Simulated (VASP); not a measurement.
Band structure of Ir (fcc). These are PBE GGA with D3 dispersion (Becke-Johnson damping), VASP's PBE PAW potentials (set 64) (plane waves; VASP) values and carry that method's errors.

Unless said otherwise, spin-orbit coupling is left out, though it shifts the bands of the heavy elements here.

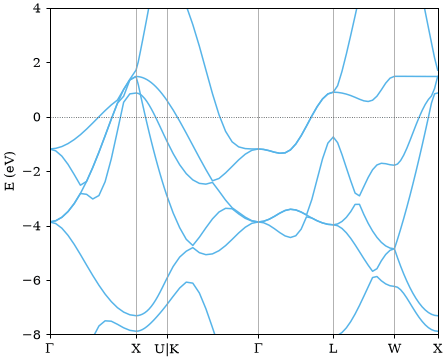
Figure. Bands along high-symmetry lines, zero at the valence-band maximum or, without a gap, the Fermi level

**Question.** Read the plot: is there a gap, and where are the band edges?

**Answer.** It has no gap at this level: it comes out as a metal or semimetal. (Edges off the drawn lines would not show.)

The compound is Ir in the fcc structure. It was relaxed first.
